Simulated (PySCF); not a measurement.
# Single-point calculation of SiF (charge −1)

System: SiF, charge −1, multiplicity 3.
Method: UHF/sbkjc, mp2 (PySCF 2.14.0).

Some settings of this run were made unusual or wrong on purpose.

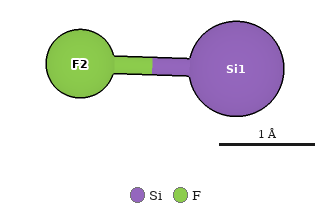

Fig. 1: The structure as given in the input (ball-and-stick view, seen at a tilt; atoms are numbered from 1 in the order of the input). Bond lengths as drawn: F–Si 1.65 Å.

The input
```python
from pyscf import gto, scf, mp

mol = gto.M(
    atom='Si 0 0 0; F 0 0 1.647',
    basis='sbkjc',
    charge=-1,
    spin=2,
    verbose=4,
)
mf = scf.UHF(mol)
mf.kernel()
mp.MP2(mf).kernel()
mf.dip_moment()
print('orbital energies (hartree):', [e[max(0, n-3):n+3].round(4) for e, n in zip(mf.mo_energy, mol.nelec)])
```

Launch command:
```bash
OMP_NUM_THREADS=1 python input.py
```

Log
```
PySCF version 2.14.0

[INPUT] verbose = 4
[INPUT] num. atoms = 2
[INPUT] num. electrons = 24
[INPUT] charge = -1
[INPUT] spin (= nelec alpha-beta = 2S) = 2
[INPUT] symmetry False subgroup None
[INPUT] Mole.unit = angstrom
[INPUT] Symbol           X                Y                Z      unit          X                Y                Z       unit  Magmom
[INPUT]  1 Si     0.000000000000   0.000000000000   0.000000000000 AA    0.000000000000   0.000000000000   0.000000000000 Bohr   0.0
[INPUT]  2 F      0.000000000000   0.000000000000   1.647000000000 AA    0.000000000000   0.000000000000   3.112378927159 Bohr   0.0

nuclear repulsion = 40.4835024747541
number of shells = 8
number of NR pGTOs = 32
number of NR cGTOs = 16
basis = sbkjc
ecp = {}

******** <class 'pyscf.scf.uhf.UHF'> ********
method = UHF
initial guess = minao
damping factor = 0
level_shift factor = 0
DIIS = <class 'pyscf.scf.diis.CDIIS'>
diis_start_cycle = 1
diis_space = 8
diis_damp = 0
SCF conv_tol = 1e-09
SCF conv_tol_grad = None
SCF max_cycles = 50
direct_scf = True
direct_scf_tol = 1e-13
number electrons alpha = 13  beta = 11
Set gradient conv threshold to 3.16228e-05
init E= -61.9027065424101
  alpha nocc = 13  HOMO = -2.57313844281754  LUMO = -2.36807760997166
  beta  nocc = 11  HOMO = -3.04353753972325  LUMO = -2.86087122220741

WARN: HOMO -2.57313844281754 >= LUMO -2.86087122220741

cycle= 1 E= -94.0610403376931  delta_E= -32.2  |g|= 1.02  |ddm|= 19.5
  alpha nocc = 13  HOMO = 0.544144997581693  LUMO = 1.00000709424466
  beta  nocc = 11  HOMO = 0.116376958168972  LUMO = 0.147514263884053

WARN: HOMO 0.544144997581693 >= LUMO 0.147514263884053

cycle= 2 E= -97.2580966035194  delta_E= -3.2  |g|= 0.623  |ddm|= 9.58
  alpha nocc = 13  HOMO = 0.0548241046300851  LUMO = 0.510526058000127
  beta  nocc = 11  HOMO = -0.00922094055456104  LUMO = 0.103747910686626
  HOMO = 0.0548241046301  LUMO = 0.103747910687  gap/eV = 1.33128
cycle= 3 E= -97.4962000883526  delta_E= -0.238  |g|= 0.202  |ddm|=  1.9
  alpha nocc = 13  HOMO = -0.0717942913732873  LUMO = 0.396187343148452
  beta  nocc = 11  HOMO = -0.069535971432076  LUMO = 0.107090623355735
  HOMO = -0.0695359714321  LUMO = 0.107090623356  gap/eV = 4.80625
cycle= 4 E= -97.5370614810379  delta_E= -0.0409  |g|= 0.0312  |ddm|= 1.09
  alpha nocc = 13  HOMO = -0.0841026826911497  LUMO = 0.388450784781386
  beta  nocc = 11  HOMO = -0.0818905386289044  LUMO = 0.102617956360719
  HOMO = -0.0818905386289  LUMO = 0.102617956361  gap/eV = 5.02073
cycle= 5 E= -97.5388278150585  delta_E= -0.00177  |g|= 0.00573  |ddm|= 0.292
  alpha nocc = 13  HOMO = -0.0801002412696133  LUMO = 0.392160992416939
  beta  nocc = 11  HOMO = -0.0811034923979638  LUMO = 0.10290994271992
  HOMO = -0.0801002412696  LUMO = 0.10290994272  gap/eV = 4.97996
cycle= 6 E= -97.5388554181132  delta_E= -2.76e-05  |g|= 0.000809  |ddm|= 0.0374
  alpha nocc = 13  HOMO = -0.0796531426791371  LUMO = 0.392591761735759
  beta  nocc = 11  HOMO = -0.0809764058629591  LUMO = 0.102817279220156
  HOMO = -0.0796531426791  LUMO = 0.10281727922  gap/eV = 4.96527
cycle= 7 E= -97.5388562302271  delta_E= -8.12e-07  |g|= 0.000146  |ddm|= 0.00726
  alpha nocc = 13  HOMO = -0.0797468677691565  LUMO = 0.392428242257873
  beta  nocc = 11  HOMO = -0.0809875861058865  LUMO = 0.102823277023468
  HOMO = -0.0797468677692  LUMO = 0.102823277023  gap/eV = 4.96799
cycle= 8 E= -97.5388562735652  delta_E= -4.33e-08  |g|= 2.72e-05  |ddm|= 0.00142
  alpha nocc = 13  HOMO = -0.079745171670894  LUMO = 0.392432349055737
  beta  nocc = 11  HOMO = -0.0809925862961471  LUMO = 0.10282010191509
  HOMO = -0.0797451716709  LUMO = 0.102820101915  gap/eV = 4.96785
cycle= 9 E= -97.5388562762997  delta_E= -2.73e-09  |g|= 7.44e-06  |ddm|= 0.000254
  alpha nocc = 13  HOMO = -0.079743209413233  LUMO = 0.392428366364103
  beta  nocc = 11  HOMO = -0.0809904703828502  LUMO = 0.102820439239598
  HOMO = -0.0797432094132  LUMO = 0.10282043924  gap/eV = 4.96781
cycle= 10 E= -97.5388562764688  delta_E= -1.69e-10  |g|= 7.87e-07  |ddm|= 0.000125
  alpha nocc = 13  HOMO = -0.0797434494422561  LUMO = 0.392428335123001
  beta  nocc = 11  HOMO = -0.0809906670359939  LUMO = 0.102820536873505
  HOMO = -0.0797434494423  LUMO = 0.102820536874  gap/eV = 4.96782
```

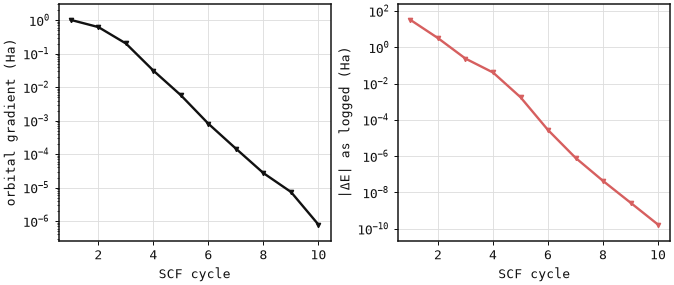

Fig. 2: Convergence of the self-consistent field: orbital gradient and size of the energy change against the SCF cycle. The residual falls at every step.

```
Extra cycle  E= -97.5388562764699  delta_E= -1.14e-12  |g|= 2.37e-07  |ddm|= 5.21e-06
converged SCF energy = -97.5388562764699  <S^2> = 2.000135  2S+1 = 3.00009

******** <class 'pyscf.mp.ump2.UMP2'> ********
nocc = (np.int64(13), np.int64(11)), nmo = (16, 16)
E(UMP2) = -97.5525838801632  E_corr = -0.0137276036932596
E(SCS-UMP2) = -97.5526149533042  E_corr = -0.013758676834233
E_corr(same-spin) = -0.00313205492039835
E_corr(oppo-spin) = -0.0105955487728613

WARN: System has nonzero charge -1; the dipole moment is origin-dependent.
Location of origin: [0. 0. 0.]

Dipole moment(X, Y, Z, Debye): -0.00000,  0.00000, -0.60840
orbital energies (hartree): [array([-0.1195, -0.1195, -0.0797,  0.3605,  0.3605,  0.6936]), array([-1.173 , -0.081 , -0.081 ,  0.1028,  0.2057,  0.3924])]
```

What the run reported

```csv
quantity,value
outcome,converged
SCF energy,−97.538856 hartree
⟨S²⟩,2.000
hardware,"1 CPU thread, shared host"
```

Some settings of this run were drawn to be unusual or wrong. It converged; results that depend on the unusual settings are not reference values.
